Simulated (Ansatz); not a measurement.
Species, as SMILES: [BH2] (BH2), doublet.
Atoms: B1, H2, H3. Bonds: B1-H2, B1-H3.

Basis-set convergence of the lowest harmonic wavenumber at PBE with Ansatz (a program for electronic structure). Each level at its own minimum, finite differences of forces, unscaled; the reference is a large set that could be run, not a limit. Cartesian d functions, on some or all atoms, in 6-31+G*; all else is spherical. The program fits the integrals of some runs and decomposes those of others, by size. Open shells are unrestricted. No added dispersion term, no relativity. Reference: the value in def2-QZVPPD, 944 cm⁻¹, itself unsure by roughly 1 cm⁻¹ (its mean distance from pcseg-3, def2-QZVPP, cc-pVQZ). Deviations are taken from unrounded values.

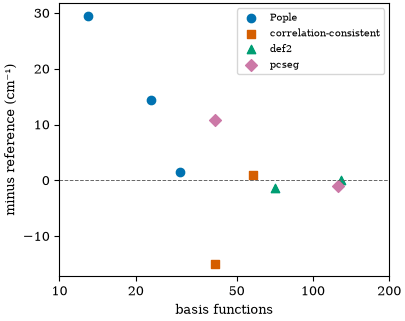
Figure: Deviation from the reference against the number of basis functions, by family of sets.

```csv
basis,functions,lowest harmonic wavenumber (cm⁻¹),minus reference (cm⁻¹)
6-31G,13,974,30
6-31+G*,23,959,14
6-311G**,30,946,1
aug-cc-pVDZ,41,929,-15
aug-pcseg-1,41,955,11
cc-pVTZ,58,945,1
def2-TZVPPD,71,943,-1
pcseg-3,126,943,-1
def2-QZVPPD,129,944,0
```
